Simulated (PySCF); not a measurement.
**What a change does: NMR shielding calculation on C₅H₇FO₂**

System: C₅H₇FO₂, SMILES C=C(F)C(=O)OCC.
Method of the first run: GIAO PBE0/def2-SVP NMR shielding, non-relativistic, gas phase (PySCF 2.14.0).

The geometry comes from this level: PBE0-D3(BJ)/def2-SVP. Text and figures count atoms from 1; the logs count them from 0 in places.

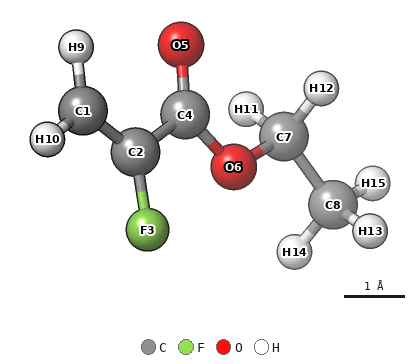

The structure (ball-and-stick view, seen at an oblique angle; atoms are numbered from 1 in the order of the input). Bond lengths as drawn: C–C 1.33 to 1.51 Å, C–F 1.33 Å, C–H 1.09 to 1.10 Å and C–O 1.20 to 1.43 Å.

**Input, the first run**
```
{"job": {"kind": "nmr", "xc": "PBE0", "basis": "def2-SVP", "pop": true}, "charge": 0, "multiplicity": 1}
C      3.267084     0.197767     0.195091
C      2.014522     0.462568    -0.167279
F      1.717165     1.372157    -1.086857
C      0.844340    -0.243268     0.436550
O      0.947390    -1.097328     1.279208
O     -0.305269     0.190268    -0.065708
C     -1.485877    -0.424706     0.451470
C     -2.671178     0.177982    -0.254267
H      3.438267    -0.562104     0.957063
H      4.106548     0.725916    -0.258796
H     -1.416070    -1.513305     0.295749
H     -1.521489    -0.261935     1.540799
H     -2.717715     1.263781    -0.086184
H     -2.614539    -0.000235    -1.337965
H     -3.601248    -0.271377     0.122847
```

The first line tells a small driver script what to run in PySCF; the rest is the geometry in Å.

Hardware: 1 CPU thread, shared host.

**Output (the first run)**
```
coarse grid: 13032 points
cycle   1  E = -443.9464553021  dE =  1.206e+00  |g| = 9.772e-01  |ddm| = 4.076e+00
cycle   2  E = -443.5209215831  dE =  4.255e-01  |g| = 1.786e+00  |ddm| = 2.425e+00
cycle   3  E = -444.1125881824  dE = -5.917e-01  |g| = 2.953e-01  |ddm| = 1.772e+00
cycle   4  E = -444.1282650980  dE = -1.568e-02  |g| = 1.013e-01  |ddm| = 3.290e-01
cycle   5  E = -444.1300517916  dE = -1.787e-03  |g| = 2.194e-02  |ddm| = 8.209e-02
cycle   6  E = -444.1301628465  dE = -1.111e-04  |g| = 4.817e-03  |ddm| = 2.313e-02
cycle   7  E = -444.1301676571  dE = -4.811e-06  |g| = 1.227e-03  |ddm| = 4.425e-03
final grid: 127664 points
cycle   8  E = -444.2035639087  dE = -1.707e-05  |g| = 1.211e-02  |ddm| = 2.877e-02
cycle   9  E = -444.2035240207  dE =  3.989e-05  |g| = 1.889e-02  |ddm| = 2.569e-02
cycle  10  E = -444.2035927424  dE = -6.872e-05  |g| = 2.490e-03  |ddm| = 1.651e-02
cycle  11  E = -444.2035939227  dE = -1.180e-06  |g| = 4.144e-04  |ddm| = 2.094e-03
cycle  12  E = -444.2035939551  dE = -3.238e-08  |g| = 1.216e-04  |ddm| = 4.601e-04
cycle  13  E = -444.2035939581  dE = -3.055e-09  |g| = 2.975e-05  |ddm| = 1.287e-04
cycle  14  E = -444.2035939583  dE = -1.836e-10  |g| = 1.193e-05  |ddm| = 3.645e-05
converged SCF energy = -444.2035939583

GIAO shielding tensors (ppm)
atom      isotropic    diamagn.    paramagn.     s11        s22        s33       span
  0 C       90.353     255.060    -164.708     -9.603    100.219    180.442    190.045
  1 C       38.238     251.780    -213.542    -57.718     82.984     89.447    147.165
  2 F      312.800     474.338    -161.538    224.068    297.918    416.413    192.345
  3 C       37.313     258.167    -220.855    -49.322     73.400     87.860    137.183
  4 O      -47.023     397.968    -444.991   -297.398   -179.954    336.283    633.681
  5 O      147.834     402.159    -254.325    -21.765    227.712    237.554    259.320
  6 C      134.720     243.310    -108.590    114.308    119.065    170.786     56.479
  7 C      180.361     245.131     -64.769    168.940    179.922    192.221     23.281
  8 H       25.497      31.746      -6.249     23.555     23.632     29.303      5.748
  9 H       26.240      27.514      -1.273     23.559     25.169     29.992      6.433
 10 H       27.567      31.354      -3.787     22.943     27.998     31.759      8.816
 11 H       27.609      30.984      -3.375     22.989     27.938     31.901      8.912
 12 H       30.042      29.555       0.486     26.286     28.158     35.680      9.394
 13 H       30.053      29.839       0.214     26.304     28.158     35.698      9.394
 14 H       30.354      26.479       3.875     26.270     27.746     37.047     10.777
```

The input of the second run differs as follows (lines with − go, lines with + come):
```diff
-"basis": "def2-SVP"
+"basis": "pcSseg-0"
```

How does the second run compare with the first run?

The total energy of the second run is 446.5 kcal/mol higher, which measures the change of basis and not a stability. The HOMO goes from −7.86 to −8.07 eV. The LUMO goes from −1.26 to −1.44 eV. The dipole moment goes from 0.88 to 0.83 D. Of all shieldings, the largest change is that of O5, by −74.5 ppm. The number of SCF iterations is the same. The basis functions go from 147 to 86.

**Output (the second run)**
```
coarse grid: 13032 points
cycle   1  E = -443.4010306200  dE =  1.268e+00  |g| = 9.300e-01  |ddm| = 3.953e+00
cycle   2  E = -442.9570593547  dE =  4.440e-01  |g| = 1.804e+00  |ddm| = 2.905e+00
cycle   3  E = -443.5596413440  dE = -6.026e-01  |g| = 3.117e-01  |ddm| = 2.080e+00
cycle   4  E = -443.5772019808  dE = -1.756e-02  |g| = 7.667e-02  |ddm| = 3.414e-01
cycle   5  E = -443.5781632463  dE = -9.613e-04  |g| = 1.763e-02  |ddm| = 6.718e-02
cycle   6  E = -443.5782340125  dE = -7.077e-05  |g| = 4.274e-03  |ddm| = 1.990e-02
cycle   7  E = -443.5782378553  dE = -3.843e-06  |g| = 9.969e-04  |ddm| = 5.061e-03
final grid: 127664 points
cycle   8  E = -443.4921091322  dE = -2.166e-05  |g| = 6.313e-03  |ddm| = 2.119e-02
cycle   9  E = -443.4921020732  dE =  7.059e-06  |g| = 8.833e-03  |ddm| = 1.439e-02
cycle  10  E = -443.4921167726  dE = -1.470e-05  |g| = 1.810e-03  |ddm| = 9.322e-03
cycle  11  E = -443.4921173603  dE = -5.877e-07  |g| = 2.932e-04  |ddm| = 1.731e-03
cycle  12  E = -443.4921173750  dE = -1.478e-08  |g| = 8.511e-05  |ddm| = 3.279e-04
cycle  13  E = -443.4921173764  dE = -1.342e-09  |g| = 3.333e-05  |ddm| = 1.108e-04
cycle  14  E = -443.4921173766  dE = -2.467e-10  |g| = 7.788e-06  |ddm| = 3.587e-05
converged SCF energy = -443.4921173766

GIAO shielding tensors (ppm)
atom      isotropic    diamagn.    paramagn.     s11        s22        s33       span
  0 C       75.062     255.121    -180.059    -36.294     86.229    175.251    211.545
  1 C       19.080     255.506    -236.426    -87.199     69.106     75.333    162.532
  2 F      289.807     473.902    -184.096    177.777    266.130    425.512    247.735
  3 C       15.928     246.574    -230.646    -88.334     58.803     77.315    165.649
  4 O     -121.528     402.391    -523.920   -416.997   -277.392    329.804    746.801
  5 O      127.726     408.229    -280.504    -70.403    217.988    235.591    305.994
  6 C      129.196     243.052    -113.856    106.776    109.206    171.606     64.830
  7 C      177.184     245.015     -67.831    162.574    177.140    191.838     29.264
  8 H       26.405      28.802      -2.397     24.652     24.713     29.850      5.198
  9 H       27.184      26.691       0.494     24.142     26.209     31.202      7.060
 10 H       28.624      30.138      -1.514     23.595     28.967     33.310      9.715
 11 H       28.668      30.184      -1.516     23.657     28.909     33.439      9.782
 12 H       31.030      28.166       2.864     27.032     29.313     36.744      9.711
 13 H       31.045      28.153       2.892     27.059     29.315     36.761      9.703
 14 H       31.649      28.376       3.273     27.276     29.109     38.560     11.284
```

**The two runs side by side**

| quantity | the first run | the second run |
| --- | --- | --- |
| outcome | converged | converged |
| total energy (hartree) | −444.203594 | −443.492117 |
| HOMO (eV) | −7.86 | −8.07 |
| LUMO (eV) | −1.26 | −1.44 |
| dipole moment (D) | 0.88 | 0.83 |
| shielding of C1 (ppm) | 90.4 | 75.1 |
| shielding of C2 (ppm) | 38.2 | 19.1 |
| shielding of F3 (ppm) | 312.8 | 289.8 |
| shielding of C4 (ppm) | 37.3 | 15.9 |
| shielding of O5 (ppm) | −47.0 | −121.5 |
| shielding of O6 (ppm) | 147.8 | 127.7 |
| shielding of C7 (ppm) | 134.7 | 129.2 |
| SCF iterations | 14 | 14 |
| basis functions | 147 | 86 |
| wall time (shared host) | 15 s | 7.6 s |
